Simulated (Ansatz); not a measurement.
WSe2: response to strain

Base system: WSe₂ (space group P6_3/mmc, No. 194; layered, stacked along the Cartesian z axis).

```yaml
crystal:
  lattice:
    - [3.23049, 0.00000, 0.00000]
    - [-1.61525, 2.79769, 0.00000]
    - [0.00000, 0.00000, 12.41108]
  atoms:
    - { symbol: W, position: [0.66667, 0.33333, 0.75000] }
    - { symbol: W, position: [0.33333, 0.66667, 0.25000] }
    - { symbol: Se, position: [0.66667, 0.33333, 0.38545] }
    - { symbol: Se, position: [0.33333, 0.66667, 0.88545] }
    - { symbol: Se, position: [0.33333, 0.66667, 0.61455] }
    - { symbol: Se, position: [0.66667, 0.33333, 0.11455] }
```

Cartesian axes are those of the cell as printed.

Strains are applied to the cell and any free atomic positions relax.

Level of theory: DFT with PBEsol-D3(BJ), PAW potentials and a 420 eV plane-wave cutoff in Ansatz (a quantum-chemistry and plane-wave program), spin-orbit coupling left out.

Notes on the quantities. energy relative to the base: free energy F.

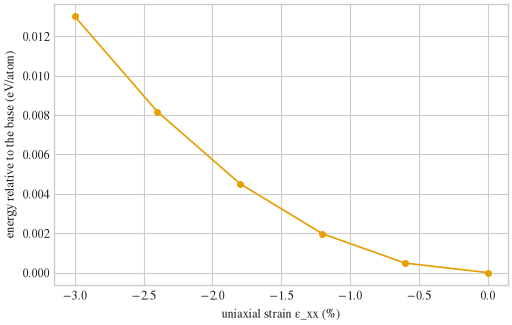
Fig. 1. Energy relative to the base against uniaxial strain ε_xx

```tsv
uniaxial strain ε_xx (%)	energy relative to the base
-3	+13 meV/atom
-2.4	+8.2 meV/atom
-1.8	+4.5 meV/atom
-1.2	+2.0 meV/atom
-0.6	+0.5 meV/atom
```

No phonon test of stability was made.
